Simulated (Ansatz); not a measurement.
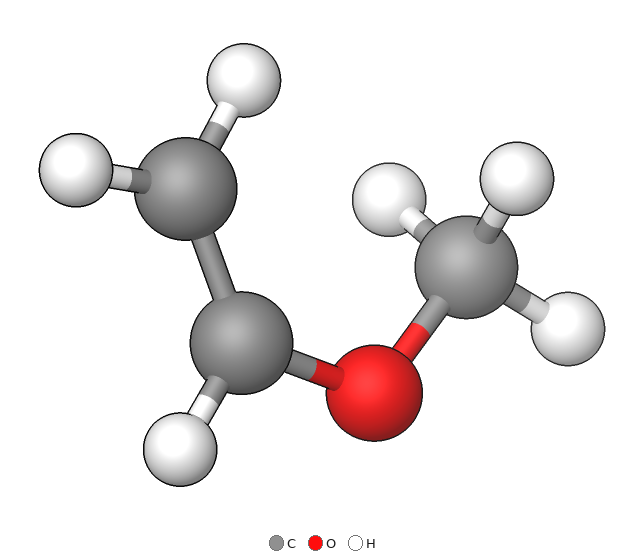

Every bond is drawn as one stick, whatever its order.

Description:

It has 10 atoms: 3 carbon, 6 hydrogen and 1 oxygen (C₃H₆O). SMILES: `C=COC`. It has no ring. Among its groups: ether, alkene. This geometry has Cs symmetry. Coordination: 2 C trigonal planar; 1 O bent; 1 C tetrahedral.

More results for the same structure follow; atom numbers are the same in all pictures, views and colours differ. The geometry was computed by an optimisation with PBE0-D4/def2-TZVP.

## Thermal motion

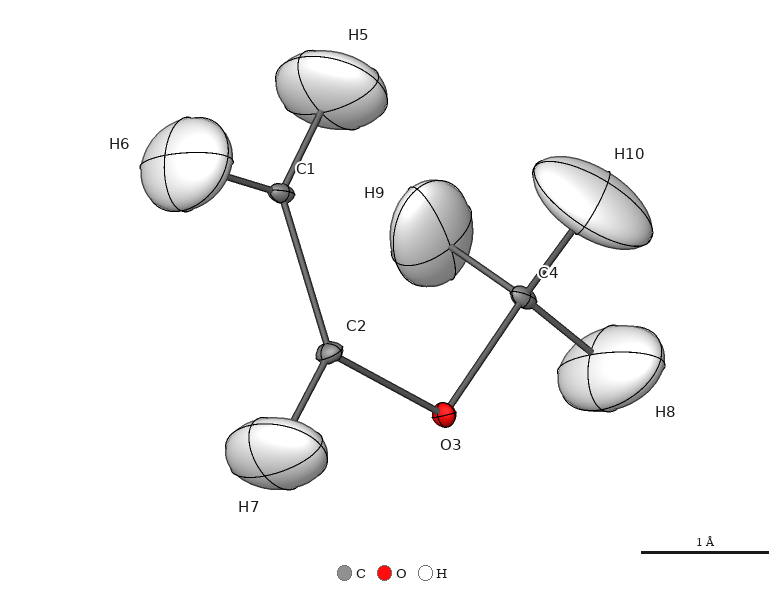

Displacement ellipsoids at the 50 % level, enlarged 2 times, from the internal vibrations of the free molecule (harmonic, no overall translation or rotation; no half-axis is drawn under 0.075 Å). Vibrations computed with RKS PBE0-D4/def2-TZVP (Ansatz 0.2.0). Temperature: 100 K.

**Which atom has the largest mean-square displacement?**

H9, H10, with U_eq = 0.0172 Å².

**Does H10 move more along its bond or across it?**

Across it: the root-mean-square amplitude is 0.075 Å along the bond and up to 0.176 Å across, since bending and torsion are softer than stretching.

List U_eq and the three principal root-mean-square amplitudes for each kind of atom.

```json
{"atom": "C1", "U_eq (Å²)": "0.0010", "rms amplitudes (Å)": "0.024, 0.029, 0.041"}
{"atom": "C2", "U_eq (Å²)": "0.0011", "rms amplitudes (Å)": "0.026, 0.034, 0.040"}
{"atom": "O3", "U_eq (Å²)": "0.00097", "rms amplitudes (Å)": "0.023, 0.032, 0.037"}
{"atom": "C4", "U_eq (Å²)": "0.0011", "rms amplitudes (Å)": "0.025, 0.028, 0.043"}
{"atom": "H5", "U_eq (Å²)": "0.0168", "rms amplitudes (Å)": "0.075, 0.135, 0.163"}
{"atom": "H6", "U_eq (Å²)": "0.0145", "rms amplitudes (Å)": "0.080, 0.125, 0.147"}
{"atom": "H7", "U_eq (Å²)": "0.0143", "rms amplitudes (Å)": "0.077, 0.110, 0.157"}
{"atom": "H8", "U_eq (Å²)": "0.0170", "rms amplitudes (Å)": "0.081, 0.117, 0.176"}
{"atom": "H9, H10", "U_eq (Å²)": "0.0172", "rms amplitudes (Å)": "0.075, 0.122, 0.176"}
```

## Electronic properties

Level of theory: RKS revPBE-D4/def2-TZVPP (Ansatz 0.2.0).

**Give the HOMO energy (Kohn–Sham orbital) at this level.**

−5.45 eV.

**Give the LUMO energy (Kohn–Sham orbital) at this level.**

−0.04 eV.

**What is the dispersion correction?**

−53.1 kJ/mol.

## Vibrations

Harmonic vibrations computed with RKS PBE0-D4/def2-TZVP (Ansatz 0.2.0) at a stationary point of the same level.

**List the wavenumbers.**

24 modes: 245, 264, 324, 597, 727, 838, 933, 1000, 1046, 1176, 1218, 1268, 1356, 1424, 1476, 1482, 1502, 1705, 3023, 3086, 3159, 3189, 3203, 3281 cm⁻¹.
